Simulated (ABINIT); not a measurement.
# Quasiparticle gap of AlN (F-43m) in ABINIT, part 3 of 3

How does a plane-wave GW calculation on AlN (F-43m) run from the first input to the gap?

ABINIT 10.8.3; LDA and many-body steps on it, plane waves. Known limits of the many-body steps: not at the basis limit.

So far. Step 4 (Empty states on the mesh, 6×6×6 mesh, 540 bands): On this mesh the gap is 3.259 eV. Step 5 (Screening, 6×6×6 mesh, 532 bands, screening to 598.7 eV): Local fields lower ε∞ by 9 %.

### Step 6. Self-energy, 6×6×6 mesh, 532 bands, screening to 598.7 eV

The self-energy is evaluated for the states that the input lists, and the levels follow from it, in one-shot runs by the linearised quasiparticle equation.

This step: G0W0 on LDA, plane waves, norm-conserving pseudopotentials.

Contents of run.abi:

```
acell 3*1.0 Angstrom
rprim 
  -0.000000000000 2.183993559600 2.183993559600
  2.183993559600 -0.000000000000 2.183993559600
  2.183993559600 2.183993559600 -0.000000000000
ntypat 2
znucl 13 7
natom 2
typat 1 2
xred 
  0.000000000000 0.000000000000 0.000000000000
  0.750000000000 0.750000000000 0.750000000000
pp_dirpath "pseudos"
pseudos "Al.upf, N.upf"
ecut 36
ngkpt 6 6 6
nshiftk 1
shiftk 0 0 0
kptopt 1
chksymbreak 0
istwfk *1
occopt 1
irdwfk 1
optdriver 4
nband 532
gwcalctyp 0
ecutsigx 36
symsigma 1
nkptgw 3
kptgw 
  0.0000000000 0.0000000000 0.0000000000
  0.5000000000 0.5000000000 0.0000000000
  0.5000000000 0.0000000000 0.0000000000
bdgw 
  2 8
  3 6
  3 6
ecuteps 22
irdscr 1
ppmodel 1
indata_prefix "in"
outdata_prefix "out"
tmpdata_prefix "tmp"
```

The run is started by

```sh
$ OMP_NUM_THREADS=1 mpirun -n 8 abinit run.abi > log
```

Numbers of over 12 decimals in the logs are rounded to 6 here.

What it wrote:

```text
.Version 10.8.3 of ABINIT. v10.8.2 released Aug 2026.

 Symmetries : space group F-4 3 m (#216); Bravais cF (face-center cubic)
[... echo of the input left out ...]
== DATASET  1 ==================================================================
-   mpi_nproc: 8, omp_nthreads: 1 (-1 if OMP is not activated)

--- !DatasetInfo
iteration_state: {dtset: 1, }
dimensions: {natom: 2, nkpt: 16, mband: 532, nsppol: 1, nspinor: 1, nspden: 1, mpw: 1464, }
cutoff_energies: {ecut:  36.0, pawecutdg:  -1.0, }
electrons: {nelect:   8.00000000E+00, charge:   0.00000000E+00, occopt:   1.00000000E+00, tsmear:   1.00000000E-02, }

 SIGMA: Calculation of the GW corrections

 Based on a program developped by R.W. Godby, V. Olevano, G. Onida, and L. Reining.
 Incorporated in ABINIT by V. Olevano, G.-M. Rignanese, and M. Torrent.
.Using double precision arithmetic ; gwpc =  8

[... cell and pseudopotentials left out ...]
--------------------------------------------------------------------------------

 ==== K-mesh for the wavefunctions ====
 Number of points in the irreducible wedge :    16
[... list of points left out ...]
 Together with 24 symmetry operations and time-reversal symmetry
 yields   216 points in the full Brillouin Zone.

 ==== Q-mesh for screening function ====
 Number of points in the irreducible wedge :    16
[... list of points left out ...]
 Together with 24 symmetry operations and time-reversal symmetry
 yields   216 points in the full Brillouin Zone.

 vcoul_init : cutoff-mode = AUXILIARY_FUNCTION
 q-points for optical limit:   1
     1)      0.000010    0.000020    0.000030
 setmesh: FFT mesh size selected  =    32x   32x   32
          total number of points  =        32768

 Number of electrons calculated from density =    8.0000; Expected =    8.0000
 average of density, n =  0.056900
 r_s =    1.6129
 omega_plasma =   23.0097 [eV]

 === KS Band Gaps ===
  >>>> For spin  1
   Minimum direct gap =   4.2434 [eV], located at k-point      :   0.0000  0.0000  0.0000
   Fundamental gap    =   3.2588 [eV], Top of valence bands at :   0.0000  0.0000  0.0000
                                       Bottom of conduction at :   0.5000  0.5000  0.0000
 SIGMA fundamental parameters:
 PLASMON POLE MODEL  1
 number of plane-waves for SigmaX                 1459
 number of plane-waves for SigmaC and W            701
 number of plane-waves for wavefunctions          1459
 number of bands                                   532
 number of independent spin polarizations            1
 number of spinorial components                      1
 number of k-points in IBZ                          16
 number of q-points in IBZ                          16
 number of symmetry operations                      24
 number of k-points in BZ                          216
 number of q-points in BZ                          216
 number of frequencies for dSigma/dE                 9
 frequency step for dSigma/dE [eV]                0.25
 number of omega for Sigma on real axis              0
 max omega for Sigma on real axis  [eV]           0.00
 zcut for avoiding poles [eV]                     0.10

 EPSILON^-1 parameters (SCR file):
 dimension of the eps^-1 matrix on file            701
 dimension of the eps^-1 matrix used               701
 number of plane-waves for wavefunctions          1459
 number of bands                                   532
 number of q-points in IBZ                          16
 number of frequencies                               2
 number of real frequencies                          1
 number of imag frequencies                          1

 matrix elements of self-energy operator (all in [eV])

 Perturbative Calculation

--- !SelfEnergy_ee
iteration_state: {dtset: 1, }
kpoint     : [   0.000,    0.000,    0.000, ]
spin       : 1
KS_gap     :    4.243
QP_gap     :    5.858
Delta_QP_KS:    1.614
data: !SigmaeeData |
     Band     E0 <VxcDFT>   SigX SigC(E0)      Z dSigC/dE  Sig(E)    E-E0       E
        2   5.508 -16.793 -20.942   2.665   0.782  -0.279 -17.954  -1.161   4.348
        3   5.508 -16.793 -20.942   2.665   0.782  -0.279 -17.954  -1.161   4.348
        4   5.508 -16.793 -20.942   2.665   0.782  -0.279 -17.954  -1.161   4.348
        5   9.752 -12.739  -8.149  -4.032   0.812  -0.232 -12.286   0.453  10.205
        6  17.867 -10.150  -4.112  -5.178   0.814  -0.228  -9.449   0.701  18.568
        7  17.867 -10.150  -4.112  -5.178   0.814  -0.228  -9.449   0.701  18.568
        8  17.867 -10.150  -4.112  -5.178   0.814  -0.228  -9.449   0.701  18.568

--- !SelfEnergy_ee
iteration_state: {dtset: 1, }
kpoint     : [   0.500,    0.500,    0.000, ]
spin       : 1
KS_gap     :    5.055
QP_gap     :    6.889
Delta_QP_KS:    1.835
data: !SigmaeeData |
     Band     E0 <VxcDFT>   SigX SigC(E0)      Z dSigC/dE  Sig(E)    E-E0       E
        3   3.713 -15.332 -20.084   3.027   0.779  -0.284 -16.675  -1.344   2.369
        4   3.713 -15.332 -20.084   3.027   0.779  -0.284 -16.675  -1.344   2.369
        5   8.767  -9.501  -5.059  -3.853   0.834  -0.199  -9.010   0.491   9.258
        6  13.952  -9.783  -4.419  -4.458   0.837  -0.195  -9.025   0.758  14.709

--- !SelfEnergy_ee
iteration_state: {dtset: 1, }
kpoint     : [   0.500,    0.000,    0.000, ]
spin       : 1
KS_gap     :    7.770
QP_gap     :    9.630
Delta_QP_KS:    1.860
data: !SigmaeeData |
     Band     E0 <VxcDFT>   SigX SigC(E0)      Z dSigC/dE  Sig(E)    E-E0       E
        3   5.021 -16.447 -20.801   2.792   0.781  -0.280 -17.667  -1.220   3.801
        4   5.021 -16.447 -20.801   2.792   0.781  -0.280 -17.667  -1.220   3.801
        5  12.791 -11.276  -5.944  -4.553   0.822  -0.217 -10.636   0.640  13.431
        6  15.275 -13.397  -6.822  -5.468   0.781  -0.281 -12.533   0.864  16.139

== END DATASET(S) ==============================================================
================================================================================

 -outvars: echo values of variables after computation  --------
           etotal      0.0000000000E+00
            nband         532
             nkpt          16
          spgroup         216
 [... the other variables as echoed above ...]

 Calculation completed.
```

Wall time 7.5 min (8 MPI ranks of Arm Neoverse V2, shared host); peak memory 7.3 GiB; 60 min of CPU time.

Numbers from this step:

| Quantity | Value |
| --- | --- |
| G0W0 gap on the points computed | 4.910 eV |
| starting gap on the mesh | 3.259 eV |
| k of the valence top | 0, 0, 0 |
| k of the conduction bottom | 0.5, 0.5, 0 |
| Z at the valence top | 0.782 |
| Z at the conduction bottom | 0.834 |
| least direct G0W0 gap on the computed points | 5.857 eV |

The gap on the mesh goes from 3.26 eV to 4.91 eV, a correction of +1.65 eV.

Limits: finite bands, cutoff and mesh. v1 is the top filled band, c1 the lowest empty one. Levels before and after the correction, in eV, zero at the valence-band top of each column:

|  | conduction bottom | valence top |
| --- | --- | --- |
| Kohn-Sham | 3.26 | 0.00 |
| G0W0 | 4.91 | 0.00 |

|  | level | energy (eV) |
| --- | --- | --- |
| Kohn-Sham | Γ v3-v1 | 0.000 |
| Kohn-Sham | Γ c1 | 4.243 |
| Kohn-Sham | Γ c2-c4 | 12.358 |
| Kohn-Sham | (0.5 0.5 0) v2-v1 | -1.796 |
| Kohn-Sham | (0.5 0.5 0) c1 | 3.259 |
| Kohn-Sham | (0.5 0.5 0) c2 | 8.443 |
| G0W0 | Γ v3-v1 | 0.000 |
| G0W0 | Γ c1 | 5.857 |
| G0W0 | Γ c2-c4 | 14.220 |
| G0W0 | (0.5 0.5 0) v2-v1 | -1.979 |
| G0W0 | (0.5 0.5 0) c1 | 4.910 |
| G0W0 | (0.5 0.5 0) c2 | 10.361 |

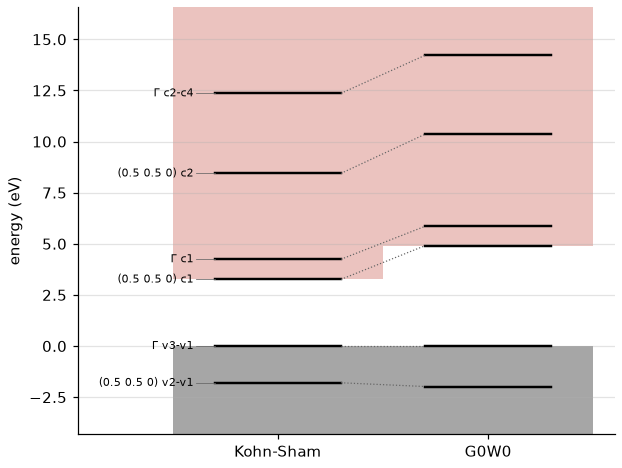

Levels before and after the correction. Shaded: valence and conduction bands.

### Step 7. Where the time went

Times are wall times on 8 MPI ranks of Arm Neoverse V2, shared host, good to a factor of about two.

| step | time | share | memory (GiB) |
| --- | --- | --- | --- |
| ground state | 2.7 s | 0 % | 0.07 |
| bands along the symmetry lines | 2.5 s | 0 % | 0.07 |
| empty states on the mesh | 7.9 s | 1 % | 1.5 |
| screening | 8.3 min | 52 % | 5.4 |
| self-energy | 7.5 min | 47 % | 7.3 |

### Step 8. Summary of results

```yaml
lda_gap: 3.26 eV, indirect
g0w0_gap_on_the_mesh: 4.91 eV
gw_settings: 6×6×6 mesh, 532 bands, screening to 598.7 eV, Godby-Needs plasmon pole
known_limits: not at the basis limit
```

**Reading.** G0W0 moves the gap on the mesh from 3.26 eV to 4.91 eV (+1.65 eV), with Z of 0.78 and 0.83 at the edges. Local fields lower the RPA ε∞ on this mesh from 4.85 to 4.41. Only 3 of the mesh's irreducible points were corrected, so a valley elsewhere could overtake. Bands and cutoff are finite, so the gap is not at the basis limit. The miss can reach some tenths of an eV and take either sign; the mesh is an error of its own. In the G0W0 run levels were corrected at 3 k points alone, so a gap called «on the mesh» is the least over those, and an edge elsewhere would be missed.

[Paths, hosts, dates, memory and timing lines, banners, echoed tables and standing remarks are left out of the program output.]

[Logs are printed without paths, hosts, clocks, repeated set-up lines and the standing remarks that a program may print on its own settings, such as how far it seeks lower states.]

[Runs of the session that timed out or met a known fault of the program may be left out.]

[Hosts, paths, dates, database ids (printed as entryN), source tags and the programs' standing remarks are cut or masked in the printed files.]

[G0W0 gaps are taken among the corrected bands and points alone; a level outside them can change the order at an edge.]

[Where Ansatz stands beside ABINIT at settings called matched, ABINIT's density can come from a denser mesh and the files from another edition; pairs whose starting gaps differed by over 0.03 eV were left out, so agreement reads better than it is.]
